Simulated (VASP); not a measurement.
Band structure of SrVO3 (relaxed from the 2H-BaNiO3 structure, space group P6_3/mmc). Computed with PBEsol GGA, VASP's PBE PAW potentials (set 64) (plane waves; VASP).

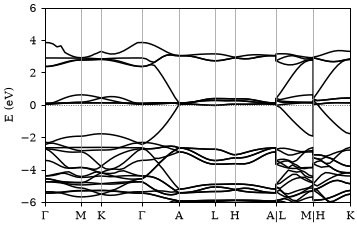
Fig. 1. Bands along high-symmetry lines, zero at the valence-band maximum or, without a gap, the Fermi level

Problem. Read the plot: is there a gap, and where are the band edges?

Solution. It has no gap at this level: it comes out as a metal or semimetal. (Edges off the drawn lines would not show.)

The structure was generated: SrVO3 was put into the 2H-BaNiO3 type (P6_3/mmc), which need not be its known phase. It was relaxed first, which changed the volume by -9 %. The run is not spin-polarised, so no magnetic state was tried.
